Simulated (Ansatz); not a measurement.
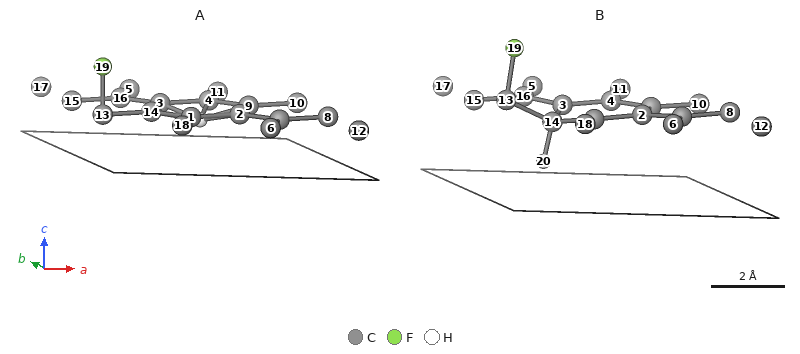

Two geometries of a slab of composition HC18F, drawn at one scale. One is the start of a relaxation, the other its converged end. The picture is a ball-and-stick view of the cell of the calculation, outlined in the plane, without the vacuum (origin shifted), seen slightly off an axis.

All numbers below come from DFT PBE-D3(BJ), scalar-relativistic, plane waves, PAW in Ansatz 0.2.0. Settings: plane-wave cutoff 420 eV; k-point mesh 2 × 2 × 1; occupations gaussian; smearing width 0.02 eV; no spin polarisation; atoms relaxed in a fixed cell; force threshold 0.03 eV/Å; at most 60 steps.

> Which one is relaxed?

Structure B is the relaxed one. It is HF on graphene monolayer, set down by a guess. The run prepares an end point of a later path (dissociation) calculation, from a guessed geometry. After 15 geometry steps the energy has fallen by 7.354 eV per cell of the calculation. Largest force component: 11 eV/Å at the start, 0.011 eV/Å at the end. The H atom moves most relative to the layer's centre: 1.97 Å at 57° to the normal (−c side). By element the largest moves are H 1.97 Å, F 0.60 Å, C 0.41 Å. The cell doesn't change. Some distances before and after: C–H 1.457 → 3.419 Å, C–H 1.457 → 3.053 Å, C–H 1.457 → 2.092 Å, C–H 1.457 → 1.116 Å. Bond angles that change, for instance: C–C–F 90.0° → 107.6°, C–C–F 90.0° → 105.7°, C–C–C 120.0° → 111.1°.

Limits of the set-up: the periodic images lie only 7.4 Å apart, so the values are limited by the cell's size.
